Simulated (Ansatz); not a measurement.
The figure comes from a scan of Al (fcc, Cu type): the cell is scaled evenly about its relaxed volume V₀. Calculation: r2SCAN (plane waves to 500 eV, PAW, scalar-relativistic; Ansatz, an electronic-structure program). k mesh 20×20×20 (Γ-centred), Fermi-Dirac smearing 0.05 eV. E stands for the smeared free energy. Al was relaxed with its symmetry unable to fall. The PAW data are Ansatz's earlier set. The zero of ΔE is the relaxed starting cell.

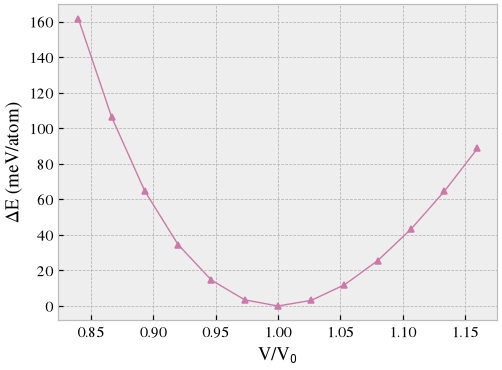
ΔE (meV/atom) against V/V₀; computed points joined by lines.

Q: List the plotted points as numbers.

A: To the nearest 5:

```tsv
V/V₀	ΔE (meV/atom)
0.840	160
0.867	105
0.893	65
0.920	35
0.947	15
0.973	5
1.000	0
1.027	5
1.053	10
1.080	25
1.107	45
1.133	65
1.160	90
```

(A scan under strain: stresses follow from slopes of the energy per volume, elastic moduli from its curvatures.)
